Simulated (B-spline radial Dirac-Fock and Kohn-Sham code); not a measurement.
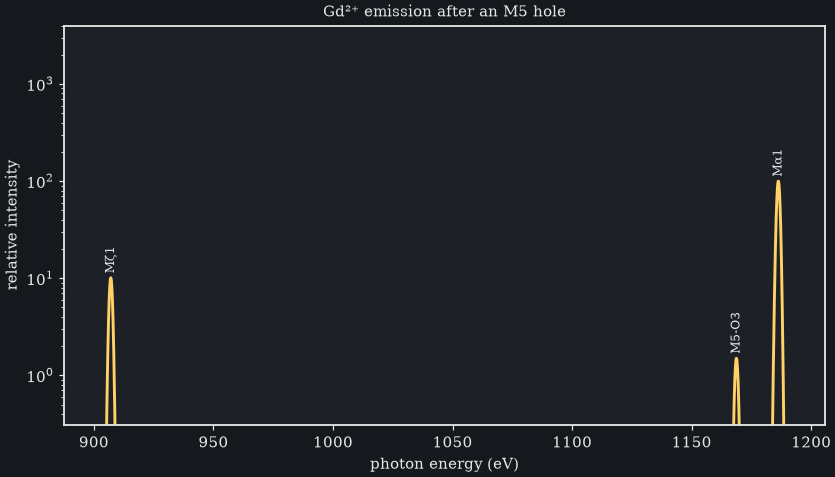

Figure. X-ray emission lines that fill an M5 (3d5/2) hole, broadened by a Gaussian of 1.6 eV full width, on a logarithmic intensity axis. Multiplet splitting by the open shell is left out. It refers to gadolinium in charge state +2 (Gd²⁺) ([Xe] 4f7 5d1). Method: independent-particle rates on relativistic LDA orbitals of the hole state (multipoles to L = 3), energies from Dirac–Fock ΔSCF (computed with a B-spline radial atomic code).

What can be read from it?

The strongest line is M5-N7 (Mα1) at 1.1862 keV with 85.4 % of the photons, then M5-N3 (Mζ1) at 907.1 eV (8.9 %), M5-N6 (Mα2) at 1.1855 keV (4.4 %), M5-O3 at 1.1687 keV (1.3 %). The hole has a width of 1.04 eV and a fluorescence yield of 0.00666.
